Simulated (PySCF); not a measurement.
**C₂H₆Cl₃GeN: density, localisation and related maps**

```yaml
atoms:
  - { symbol: N, position_ang: [-1.7194, 1.3367, 0.0737] }
  - { symbol: Ge, position_ang: [-1.2009, -0.3959, 0.0913] }
  - { symbol: Cl, position_ang: [-2.4084, -1.3252, -1.3610] }
  - { symbol: C, position_ang: [0.6947, -0.8904, -0.4350] }
  - { symbol: C, position_ang: [1.7294, -0.0369, 0.2401] }
  - { symbol: Cl, position_ang: [1.4531, -0.0374, 1.9931] }
  - { symbol: Cl, position_ang: [1.6263, 1.6343, -0.3506] }
  - { symbol: H, position_ang: [-1.7914, 1.7848, -0.8294] }
  - { symbol: H, position_ang: [-1.2570, 1.9676, 0.7115] }
  - { symbol: H, position_ang: [-1.5610, -0.9236, 1.4598] }
  - { symbol: H, position_ang: [0.8104, -0.8099, -1.5169] }
  - { symbol: H, position_ang: [0.8640, -1.9326, -0.1630] }
  - { symbol: H, position_ang: [2.7558, -0.3710, 0.0686] }
```

Geometry: GFN2-xTB.

Method: PySCF, wB97X-D/def2-SVPD, SCF density, gas phase.

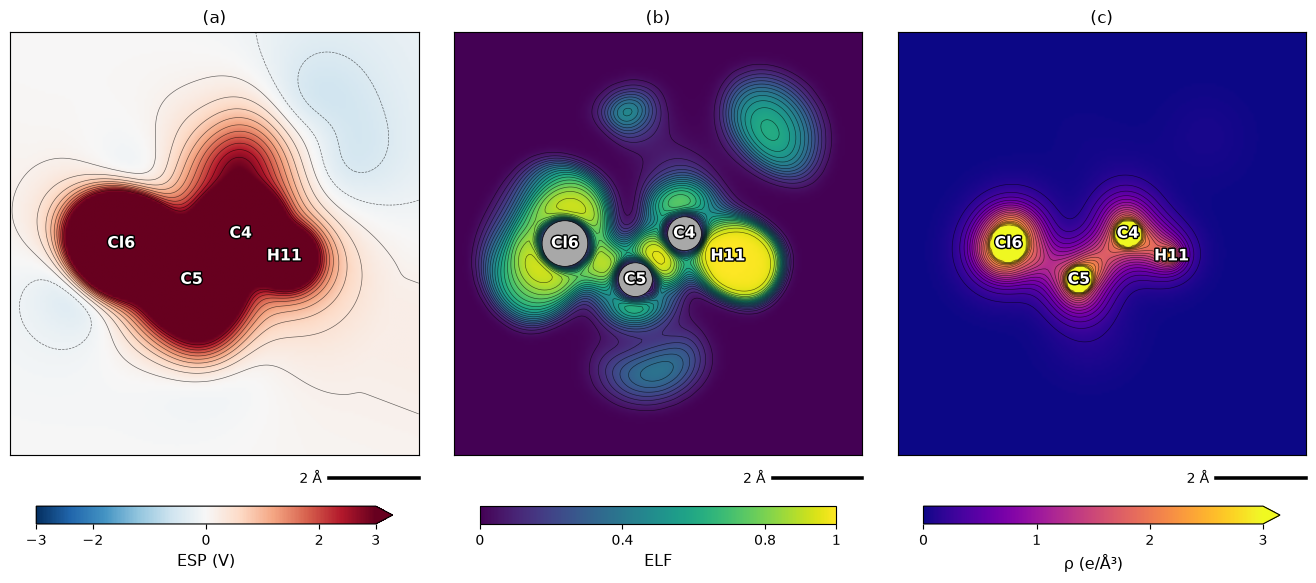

Figure 1. (a) molecular electrostatic potential; (b) electron localisation function; (c) electron density on the plane of atoms C5, C4 and H11. Grey discs cover the atomic cores in the ELF map.

> Read the bonding off the picture.

The plane passes through C, Cl and H nuclei.
C–C (1.50 Å): ρ is about 1.7 e/Å³ halfway; the ELF peaks at about 0.95 between the atoms: localised, covalent bonding.
C–Cl (1.77 Å): ρ is about 1.3 e/Å³ halfway; the ELF peaks at about 0.90 between the atoms, as expected for a covalent bond.
C–H (1.09 Å): ρ is about 1.9 e/Å³ halfway; the ELF climbs to about 1 towards the hydrogen, as it does in any bond to H: an ordinary covalent bond to hydrogen.
The ELF also peaks beside Cl6, away from the bonds: lone-pair regions.
Outside the dense part of the molecule the potential is most negative (−0.6 V) near Cl3, which lies off the plane.

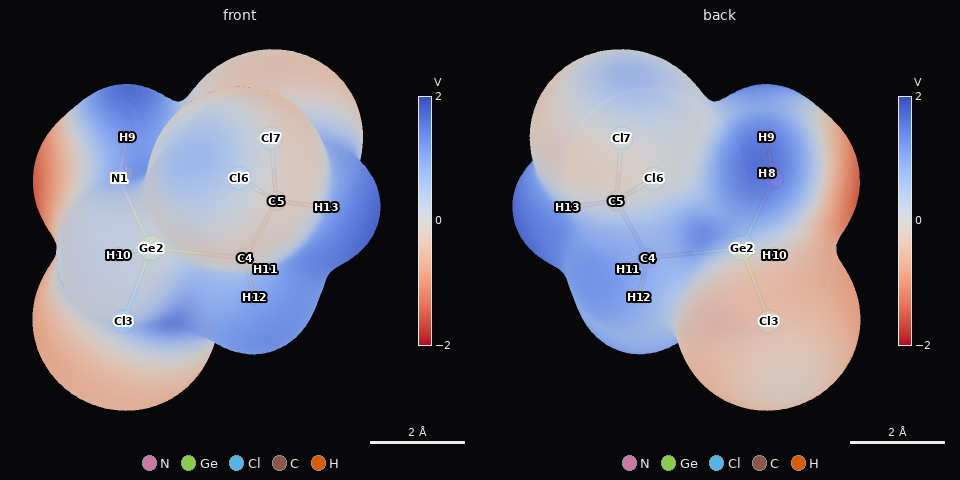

Figure 2. The molecular electrostatic potential painted on the density surface at 0.002 e/bohr³, seen from the front and from behind; red is negative and blue positive.

> Which sites attract a positive test charge, and which a negative one?

A positive charge is drawn to the negative regions and a negative charge to the positive ones. The most negative region (about −1.4 V) lies over N1, the most positive (about +1.6 V) over H8, H9 and H13. Cl6 shows a σ-hole: about +0.7 V at the tip opposite its bond, against about 0.0 V on its flanks. Cl7 shows a σ-hole: about +0.7 V at the tip opposite its bond, against about −0.1 V on its flanks. N1 is the likeliest acceptor of a hydrogen bond.

> How polar is the molecule by this calculation?

Its dipole moment is 2.29 D.
